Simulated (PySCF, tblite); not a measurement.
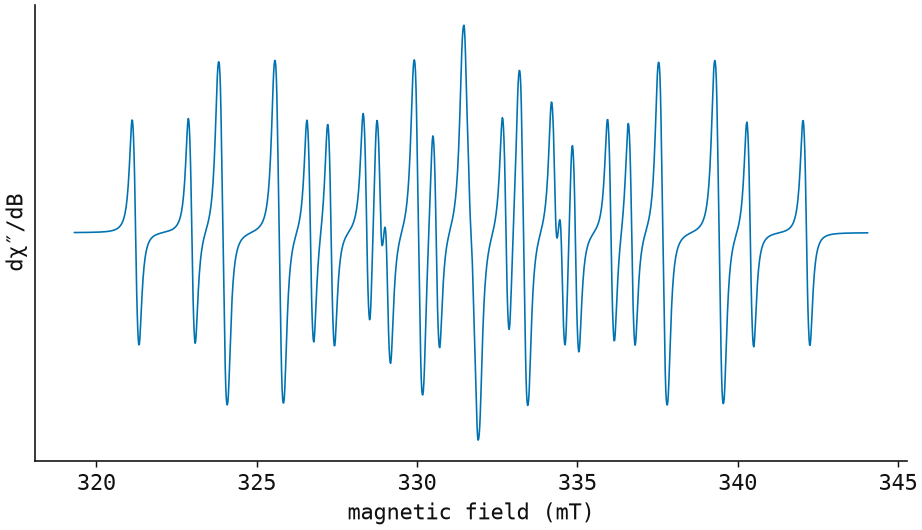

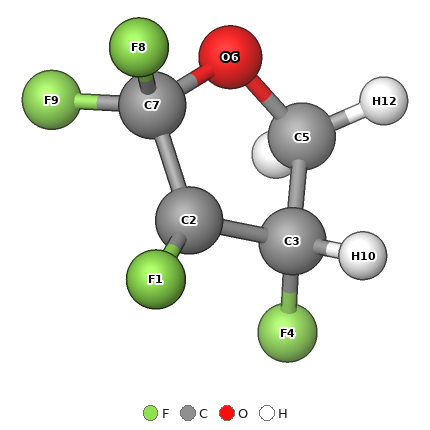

First-order isotropic EPR spectrum (fast tumbling, first derivative) of C₄H₃F₄O, SMILES F[C]1[C@@H](F)COC1(F)F, doublet at 9.30 GHz, Lorentzian lines of 0.23 mT full width at half height, from computed g and hyperfine couplings (B3LYP/pcH-1, PySCF 2.14.0, at a GFN2-xTB geometry (a minimum by its frequencies), gas phase); values of one conformer, averaged over methyl-type rotors alone; other conformers aren't averaged in; no vibrational averaging; dilute isotopes left out. The SMILES is one Lewis form and needn't show where the spin sits.

Which couplings does the calculation give? The spectrum shows the sizes of those above the line width, not their signs.

```tsv
nuclei	isotope	a (mT)	a (MHz)
F4	¹⁹F	7.62	213.7
F1	¹⁹F	6.10	170.9
F9	¹⁹F	2.77	77.6
H10	¹H	2.68	75.1
F8	¹⁹F	1.76	49.3
H12	¹H	−0.09	−2.5
H11	¹H	−0.07	−2.0
```

What is the g value, and how wide is the spectrum?

g_iso = 2.0033, which centres the spectrum at 331.7 mT; it spans 21.1 mT.

Caveats: the tight-binding geometry is rougher than a DFT one and adds to the error.
